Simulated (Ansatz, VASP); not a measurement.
**Ru (Ruthenium): VASP beside Ansatz**

Wanted: the spread between two codes on one cell, functional and k mesh. The cell comes out of the VASP series on this material, whose earlier steps may have relaxed, scaled or displaced it; both programs get it as it stands.

Main program and level: Ansatz 0.2.0; plane waves, with VASP 6.6.1 beside it; band structure at PBE with D3(BJ) and electric field gradients at PBE with D3(BJ).

## (1) Set-up

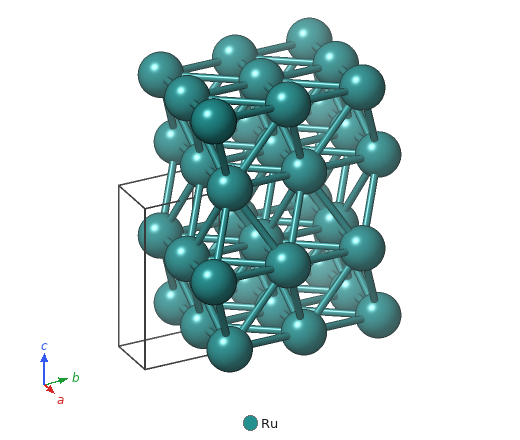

Start, viewed slightly off an axis; ruthenium teal. 3×3×2 cells are drawn.

Structure file:

```cif
data_structure
_symmetry_space_group_name_H-M 'P 1'
_symmetry_Int_Tables_number 1
_cell_length_a 2.6937
_cell_length_b 2.6937
_cell_length_c 4.2657
_cell_angle_alpha 90.000
_cell_angle_beta 90.000
_cell_angle_gamma 120.000
_cell_volume 26.80
loop_
_atom_site_label
_atom_site_type_symbol
_atom_site_fract_x
_atom_site_fract_y
_atom_site_fract_z
_atom_site_occupancy
Ru1 Ru 0.33333 0.66667 0.25000 1
Ru2 Ru 0.66667 0.33333 0.75000 1
```

## (2) Ansatz: band structure, PBE with D3(BJ)

Ansatz runs on its default PAW (the set named soft_2) files.

The same path points are solved in both programs, so levels can be compared one by one.

File input.yaml:

```yaml
crystal:
  lattice:
    - [2.6936568683, 0.0, 0.0]
    - [-1.3468284342, 2.3327752771, 0.0]
    - [0.0, 0.0, 4.2656651214]
  atoms:
    - { symbol: Ru, position: [0.3333333333, 0.6666666667, 0.25] }
    - { symbol: Ru, position: [0.6666666667, 0.3333333333, 0.75] }
hamiltonian:
  xc: pbe
  pseudopotentials: { kind: paw }
  dispersion: d3bj
kpoints:
  mp_grid: { grid: [11, 11, 6] }
  band_path:
    path:
      - [0.0, 0.0, 0.0]
      - [0.13333, 0.0, 0.0]
      - [0.3, 0.0, 0.0]
      - [0.46667, 0.0, 0.0]
      - [0.46667, 0.06667, 0.0]
      - [0.41111, 0.17778, 0.0]
      - [0.35556, 0.28889, 0.0]
      - [0.28889, 0.28889, 0.0]
      - [0.17778, 0.17778, 0.0]
      - [0.06667, 0.06667, 0.0]
      - [0.0, 0.0, 0.03333]
      - [0.0, 0.0, 0.2]
      - [0.0, 0.0, 0.36667]
      - [0.0, 0.0, 0.5]
      - [0.16667, 0.0, 0.5]
      - [0.3, 0.0, 0.5]
      - [0.46667, 0.0, 0.5]
      - [0.46667, 0.06667, 0.5]
      - [0.41111, 0.17778, 0.5]
      - [0.35556, 0.28889, 0.5]
      - [0.28889, 0.28889, 0.5]
      - [0.17778, 0.17778, 0.5]
      - [0.06667, 0.06667, 0.5]
      - [0.5, 0.0, 0.46667]
      - [0.5, 0.0, 0.3]
      - [0.5, 0.0, 0.13333]
      - [0.33333, 0.33333, 0.0]
      - [0.33333, 0.33333, 0.16667]
      - [0.33333, 0.33333, 0.33333]
      - [0.33333, 0.33333, 0.5]
    npoints: 1
scf:
  occupations: { method: methfessel_paxton, width: 0.2 }
  n_extra_bands: 7
output:
  forces: true
  stress: true
  eigenvalues: true
  write_density: true
  write_potential: true
  elf: true
  volumetric_format: npy
```

Run with:

```bash
> ansatz run input.yaml --threads 2 --pin off --max-ram 4608MiB --backend cpu --events-out ev --progress --plain --runs-dir out
```

Numbers of over 12 decimals in the logs are rounded to 6 here.

What it wrote:

```text
scf.n_extra_bands = 7 over 16 filled bands (N_el = 32.0): the run solves 23 bands
Engine: ansatz 0.2.0, aarch64-unknown-linux-gnu
Pseudopotentials: kind: paw
Pseudopotential: Ru, paw, valence charge 16, recommended cutoff 420 eV (normal), Ru.paw.azcp
Functional definition: PBE
  parameter kappa = 0.804
  parameter beta = 0.066725
  exchange = pbe_x(kappa = kappa, mu = beta*pi^2/3)
  correlation = pbe_c(beta = beta)
Crystal: 2 atoms, lattice volume = 26.804 Å³
Basis set: ecut = 420 eV, 537 PW (Γ), exchange–correlation on 40×40×60 points (8 copies of the dense FFT grid, shifted against one another)
Bands: 23, of which v1, the nominal top of the filled ones, is band 16 counted from 1 (15 counted from 0)
Symmetry: 24 space group operations
Space group: P63/mmc (ITA 194), of the structure as read, at distance tolerance 3.0e-5 Å
k-points: 64 of 726
Non-local potential: Ru, projectors of the file, l = 0: 3, l = 1: 2, l = 2: 2, l = 3: 1
PAW form: soft (Blöchl's): semilocal exchange-correlation on the pseudo side does not see the compensation charge
PAW one-centre angular grid: Ru, 590 points (default); XC on 64 Gauss nodes
Initial density: superposition of atomic densities (neutral atoms: chi_scale 0, normalization atom), corrected by the library's trained network
Initial wavefunctions: pseudopotential atomic-orbital guess
Functional: x = pbe(κ = 0.804, μ = 0.219515), c = pbe(β = 0.066725)
SCF iter   1: F=—  HF=-11758.608598 eV  |F-HF|=—  |Δ(HF+E_count)|=         —  Δρ=6.60e-3  dr2=2.33e-3  ethr=1.77e-3  ⟨swp⟩=5.0  Hψ=6140  notcnv=0
preconditioner: auto → none  [metal: Δε(μ)=0.029 eV  Ē_g=10.516 eV  σ=0.200 eV  W_gap=0.12  n_scr=8 (ndim 8)  ℏωp=28.7 eV  f_vac=0.000  D(μ)=2.12/eV (n_scr^D=22)  sad-step TF]
SCF iter   2: F=—  HF=-11758.610545 eV  |F-HF|=—  |Δ(HF+E_count)|=   1.95e-3  S|Δr|=    0.00e0  Δρ=3.86e-3  dr2=8.38e-4  ethr=7.29e-6  ⟨swp⟩=2.0  Hψ=2581  notcnv=0
SCF iter   3: F=—  HF=-11758.611615 eV  |F-HF|=—  |Δ(HF+E_count)|=   1.07e-3  S|Δr|=    0.00e0  Δρ=3.17e-4  dr2=1.02e-5  ethr=2.62e-6  ⟨swp⟩=2.2  Hψ=1825  notcnv=0
SCF iter   4: F=—  HF=-11758.611579 eV  |F-HF|=—  |Δ(HF+E_count)|=   3.60e-5  S|Δr|=    0.00e0  Δρ=1.24e-4  dr2=6.49e-7  ethr=3.20e-8  ⟨swp⟩=2.0  Hψ=2387  notcnv=0
SCF iter   5: F=-11758.611580 eV  HF=-11758.611580 eV  |F-HF|=7.61e-8  |Δ(HF+E_count)|=   9.44e-7  S|Δr|=    0.00e0  Δρ=3.27e-5  dr2=3.83e-8  ethr=3.13e-10  ⟨swp⟩=10.3  Hψ=9619  notcnv=0
SCF 1 converged in 5 iterations: F = -11758.611580 eV  dr2 = 3.83e-8
  greatest PAW one-centre occupation: 0.998 electrons in one spin orbital (limit 2), on the Ru atom at site 1 (counted from 0), in its partial waves of l = 0
NSCF: frozen V_eff on 30 k-points
SCF converged after 5 iterations
Stability not checked: this state was not tested for a lower state beside it, because cold or Methfessel-Paxton smearing, or corrected tetrahedra, fill the levels in a way that the test cannot read (fill_not_monotonic; see scf.lower_state_search)
Free energy (F): -11758.611580 eV
Harris-Foulkes:  -11758.611580 eV  (|F-HF|=7.61e-8)
Internal energy: -11758.608877 eV  (E = F + TS)
E sigma→0 (E₀):  -11758.610905 eV
Entropy (-TS):   -0.002703 eV (-1.351 meV/atom)
Fermi energy:    23.822207 eV
--- Per-component energies (eV) ---
  E_band       = -95.249404
  E_kinetic    = 1030.006864
  E_local      = -2488.499870  (includes V_loc(G=0)·N_el)
  E_nonlocal   = 686.007120
  E_hartree    = 800.004445
  E_xc         = -381.855574
  E_vxc        = -479.491825  (∫ρ·V_xc dr)
  E_paw        = -6921.451123  (= ΣΔE_a)
  E_vpaw       = -443.275405  (= ΣTr[D̂ρ^β])
  E_aug_tail   = -0.000406  (compensation charges beyond the density's cutoff)
  E_ewald      = -4481.554857
  E_disp       = -1.265477  (pairwise vdW)
  E_smearing   = -0.002703  (= −TS)
  E_closure    = -0.000000  (closes the sum)
  Σ components = -11758.611580   (vs F -11758.611580, Δ=0.00e0)
--- Forces (eV/Å), atoms counted from 1 ---
  atom   1  Ru     0.00000000     0.00000000     0.00000000
  atom   2  Ru    -0.00000000    -0.00000000     0.00000000
  max |Σ_I F_I| component: 0.00e0 eV/Å
--- Stress (GPa, compression-positive) ---
        1.063031       0.000000       0.000000
        0.000000       1.063031       0.000000
        0.000000       0.000000       1.006682
  P = ⅓ Tr σ = 1.0442 GPa (10.442 kbar)
--- Band table (eV; the first three rows and the last of 64) ---
  k-point 0: bands = [... 12 lower, 21.4226, 21.9450, 21.9450, 22.4872, 22.4872, 25.1074, 25.1074, 25.1973, ... 3 higher]
  k-point 1: bands = [... 12 lower, 21.2721, 21.7680, 21.7680, 22.8860, 22.8860, 24.2356, 25.1146, 25.1146, ... 3 higher]
  k-point 2: bands = [... 12 lower, 20.9811, 21.3970, 21.3970, 22.4258, 23.6777, 23.6777, 24.9623, 24.9623, ... 3 higher]
  k-point 63: bands = [... 12 lower, 21.1322, 21.1322, 22.7790, 22.7790, 25.2092, 25.2092, 31.7721, 31.7721, ... 3 higher]
```

The job ended after 2.6 s (2 threads of Arm Neoverse N1, shared host; peak memory 0.3 GiB; 4.6 s of CPU time).

In the SCF lines HF is the Harris–Foulkes energy and dr2 the Hartree energy of the density residual, in eV; the loop may stop once dr2 is under the threshold and the program's other checks hold. Hψ counts applications of the Hamiltonian.

## (3) VASP: band structure, PBE with D3(BJ)

The same cell, functional, mesh and smearing now go to VASP, with its own data sets and cutoff.

Lines of VASP's logs that name or quote its potential files are left out, and so is its time.

File INCAR:

```
SYSTEM = Ru
PREC = Accurate
ENCUT = 400
EDIFF = 1E-06
NELM = 100
ISMEAR = 1
SIGMA = 0.2
LREAL = .FALSE.
ALGO = Normal
GGA = PE
IVDW = 12
NBANDS = 26
LASPH = .TRUE.
LORBIT = 11
LWAVE = .FALSE.
LCHARG = .FALSE.
KPAR = 2
```

File POSCAR:

```
Ru
1.0
    2.6936568683      0.0000000000      0.0000000000
   -1.3468284342      2.3327752771      0.0000000000
    0.0000000000      0.0000000000      4.2656651214
Ru
2
Direct
    0.3333333333      0.6666666667      0.2500000000
    0.6666666667      0.3333333333      0.7500000000
```

File KPOINTS:

```
Automatic mesh
0
Gamma
11 11 6
0 0 0
```

File KPOINTS_OPT:

```
Line mode
16
Line-mode
Reciprocal
  0.00000000   0.00000000   0.00000000 GAMMA
  0.50000000   0.00000000   0.00000000 M

  0.50000000   0.00000000   0.00000000 M
  0.33333333   0.33333333   0.00000000 K

  0.33333333   0.33333333   0.00000000 K
  0.00000000   0.00000000   0.00000000 GAMMA

  0.00000000   0.00000000   0.00000000 GAMMA
  0.00000000   0.00000000   0.50000000 A

  0.00000000   0.00000000   0.50000000 A
  0.50000000   0.00000000   0.50000000 L

  0.50000000   0.00000000   0.50000000 L
  0.33333333   0.33333333   0.50000000 H

  0.33333333   0.33333333   0.50000000 H
  0.00000000   0.00000000   0.50000000 A

  0.50000000   0.00000000   0.50000000 L
  0.50000000   0.00000000   0.00000000 M

  0.33333333   0.33333333   0.00000000 K
  0.33333333   0.33333333   0.50000000 H
```

PAW data sets: Ru_pv (PBE family, release 64).

Run with:

```bash
> mpirun -np 2 vasp_std
```

What it wrote:

```text
[banner, memory and clock lines left out]
running    2 mpi-ranks, on    1 nodes
 distrk:  each k-point on    1 cores,    2 groups
 distr:  one band on    1 cores,    1 groups

 POSCAR found type information on POSCAR Ru
 POSCAR found :  1 types and       2 ions
 LDA part: xc-table for (Slater+PW92), standard interpolation
 POSCAR, INCAR and KPOINTS ok, starting setup
 FFT: planning ... GRIDC
 FFT: planning ... GRID_SOFT
 FFT: planning ... GRID
 WAVECAR not read
 entering main loop
       N       E                     dE             d eps       ncg     rms          rms(c)
DAV:   1     0.257241172790E+03    0.25724E+03   -0.14590E+04  3352   0.999E+02
DAV:   2    -0.136861190661E+02   -0.27093E+03   -0.26038E+03  3536   0.344E+02
DAV:   3    -0.197335838215E+02   -0.60475E+01   -0.59907E+01  4410   0.568E+01
DAV:   4    -0.197639245737E+02   -0.30341E-01   -0.30298E-01  3578   0.420E+00
DAV:   5    -0.197640803450E+02   -0.15577E-03   -0.15577E-03  3558   0.297E-01    0.183E+01
DAV:   6    -0.185344591703E+02    0.12296E+01   -0.18800E+00  3428   0.131E+01    0.499E+00
DAV:   7    -0.184435645553E+02    0.90895E-01   -0.16481E-01  3730   0.353E+00    0.115E+00
DAV:   8    -0.184354194482E+02    0.81451E-02   -0.68998E-03  3430   0.748E-01    0.271E-01
DAV:   9    -0.184352735975E+02    0.14585E-03   -0.40249E-04  3646   0.183E-01    0.367E-02
DAV:  10    -0.184352816062E+02   -0.80087E-05   -0.10209E-05  3518   0.262E-02    0.678E-03
DAV:  11    -0.184352810905E+02    0.51575E-06   -0.61782E-07  2044   0.749E-03
   1 F= -.19700417E+02 E0= -.19699512E+02  d E =-.271592E-02
 Start KPOINTS_OPT (optional k-point list driver)
k-point batch [1-64\144]
       N       E                     dE             ncg
DAV:   1     0.487106498175E+04   -0.36251E+05     3376
DAV:   2    -0.125026679229E+05   -0.17374E+05     3588
DAV:   3    -0.128911559649E+05   -0.38849E+03     4296
DAV:   4    -0.128931658388E+05   -0.20099E+01     3520
DAV:   5    -0.128931779089E+05   -0.12070E-01     3696
DAV:   6    -0.128931780299E+05   -0.12104E-03     3340
DAV:   7    -0.128931780313E+05   -0.14051E-05     2710
DAV:   8    -0.128931780315E+05   -0.14961E-06     2518
[...]
k-point batch [129-144\144]
       N       E                     dE             ncg
DAV:   1     0.519705327619E+05   -0.18835E+05      848
DAV:   2     0.477102837519E+05   -0.42602E+04      886
DAV:   3     0.476147384844E+05   -0.95545E+02     1082
DAV:   4     0.476142248177E+05   -0.51367E+00      914
DAV:   5     0.476142219113E+05   -0.29064E-02      898
DAV:   6     0.476142218852E+05   -0.26035E-04      812
DAV:   7     0.476142218849E+05   -0.29294E-06      694
```

From OUTCAR (step 3):

```text
ion  position               nearest neighbor table
   1  0.333  0.667  0.250-   2 2.64   2 2.64   2 2.64   2 2.64   2 2.64   2 2.64
   2  0.667  0.333  0.750-   1 2.64   1 2.64   1 2.64   1 2.64   1 2.64   1 2.64

  LATTYP: Found a hexagonal cell.
 ALAT       =     2.6936568683
 C/A-ratio  =     1.5835963265

 Subroutine GETGRP returns: Found 24 space group operations
 (whereof 12 operations were pure point group operations)

The static configuration has the point symmetry D_3d.
 The point group associated with its full space group is D_6h.

 Found     64 irreducible k-points:

   k-points           NKPTS =     64   k-points in BZ     NKDIM =     64   number of bands    NBANDS=     26

   dimension x,y,z NGX =    18 NGY =   18 NGZ =   28
   dimension x,y,z NGXF=    36 NGYF=   36 NGZF=   56

   ENCUT  =  400.0 eV  29.40 Ry    5.42 a.u.   4.39  4.39  6.96*2*pi/ulx,y,z

   NELECT =      28.0000    total number of electrons

 k-points in reciprocal lattice and weights: Automatic mesh
   0.00000000  0.00000000  0.00000000       0.001
   0.09090909 -0.00000000  0.00000000       0.008
   0.18181818 -0.00000000  0.00000000       0.008
   0.27272727  0.00000000  0.00000000       0.008
   0.36363636 -0.00000000  0.00000000       0.008
   0.45454545 -0.00000000  0.00000000       0.008
   0.09090909  0.09090909  0.00000000       0.008
   0.18181818  0.09090909  0.00000000       0.017
   0.27272727  0.09090909  0.00000000       0.017
[...]
0.27272727  0.27272727  0.50000000       0.008
   0.36363636  0.27272727  0.50000000       0.008

 average (electrostatic) potential at core
       1 -66.9820       2 -66.9820

 E-fermi :  13.0025

 k-point     1 :       0.0000    0.0000    0.0000
  band No.  band energies     occupation
    ...
     11      10.6055      2.00000
     12      11.1281      2.00000
     13      11.1281      2.00000
     14      11.6695      2.00000
     15      11.6695      2.00000
     16      14.2858     -0.00000
     17      14.2858     -0.00000
     18      14.3795     -0.00000
     19      23.4521      0.00000
     20      23.4973      0.00000
    ...

 k-point     2 :       0.0909   -0.0000    0.0000
  band No.  band energies     occupation
    ...
     12      11.0613      2.00000
     13      11.3299      2.00000
     14      11.3603      2.00000
     15      11.4830      2.00000
     16      12.6350      2.02604
     17      14.4004     -0.00000
     18      16.4820     -0.00000
     19      23.4327      0.00000
     20      23.4969      0.00000
     21      23.5619      0.00000
    ...

 k-point     3 :       0.1818   -0.0000    0.0000
  band No.  band energies     occupation
    ...
     12      11.0573      2.00000
     13      11.4085      2.00000
     14      11.6911      2.00000
     15      11.8476      2.00000
     16      12.0210      2.00000
     17      14.6331     -0.00000
     18      18.8084      0.00000
     19      23.3192      0.00000
     20      23.4970      0.00000
     21      23.5192      0.00000
    ...

 Edisp (eV)   -1.26514

  Total       0.01247     0.01247    -0.00021    -0.00000     0.00000     0.00000
  in kB       0.74521     0.74521    -0.01227    -0.00000     0.00000     0.00000
  external pressure =        0.49 kB  Pullay stress =        0.00 kB

  energy-cutoff  :      400.00
  volume of cell :       26.80
      direct lattice vectors                 reciprocal lattice vectors
     2.693656868  0.000000000  0.000000000     0.371242533  0.214336977  0.000000000
    -1.346828434  2.332775277  0.000000000     0.000000000  0.428673953  0.000000000
     0.000000000  0.000000000  4.265665121     0.000000000  0.000000000  0.234430029

 POSITION                                       TOTAL-FORCE (eV/Angst)
 -----------------------------------------------------------------------------------
     -0.00000      1.55518      1.06642         0.000000     -0.000000      0.000000
      1.34683      0.77759      3.19925        -0.000000      0.000000      0.000000
 -----------------------------------------------------------------------------------
    total drift:                               -0.000000      0.000000     -0.000000

  FREE ENERGIE OF THE ION-ELECTRON SYSTEM (eV)
  ---------------------------------------------------
  free  energy   TOTEN  =       -19.7004170663 eV

  energy  without entropy=      -19.6977011503  energy(sigma->0) =      -19.69951176

 total charge
# of ion       s       p       d       tot
------------------------------------------
    1        0.411   6.322   5.966  12.699
    2        0.411   6.322   5.966  12.699
--------------------------------------------------
tot          0.822  12.644  11.933  25.398

[... 3 further parts left out ...]
```

The run ends at a pressure of 0.05 GPa.

## (4) Differences

Known differences besides the PAW data sets themselves: the data sets hold 32 valence electrons in Ansatz (default PAW (the set named soft_2) files) and 28 in VASP; the cutoff is 420 eV in Ansatz and 400 eV in VASP. Total energies have different zeros and are not compared.

Both answers:

```csv
quantity,Ansatz,VASP,difference
pressure (GPa),1.04,0.05,+0.99
```

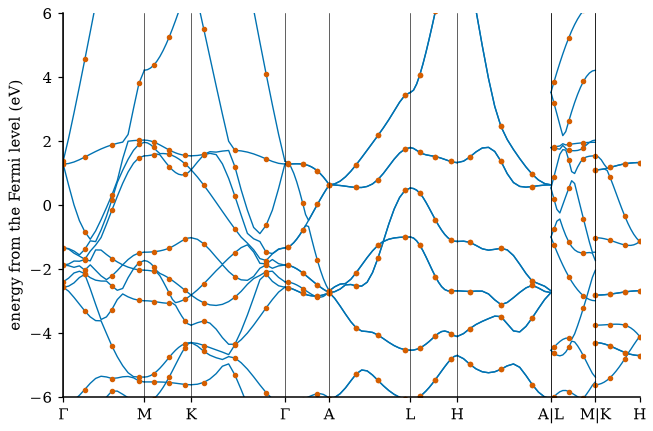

Bands from VASP (lines) and levels from Ansatz (dots). Dots without a line are higher empty bands that the VASP plot leaves out.

Levels from 3 eV below to 2 eV above the Fermi level differ by 2 meV r.m.s. and 5 meV at most; each VASP level is matched to the nearest of Ansatz, which flatters the figure a little. Ansatz's pressure holds a Pulay correction of 0.08 GPa; VASP's holds none.

## (5) Further runs

An all-electron run, which needs no data sets, serves as referee.

```csv
run,r.m.s. difference of levels near the Fermi level (meV)
as above,2.2
Ansatz's all-electron LAPW method,2.4
```

[end of part 1 of 2]

[Lines on the potential files, build, host, timing and source positions are cut from VASP's logs without a mark.]

[Logs are printed without paths, hosts, clocks, repeated set-up lines and the standing remarks that a program may print on its own settings, such as how far it seeks lower states.]

[Hosts, paths, dates, database ids (printed as entryN), source tags and the programs' standing remarks are cut or masked in the printed files.]
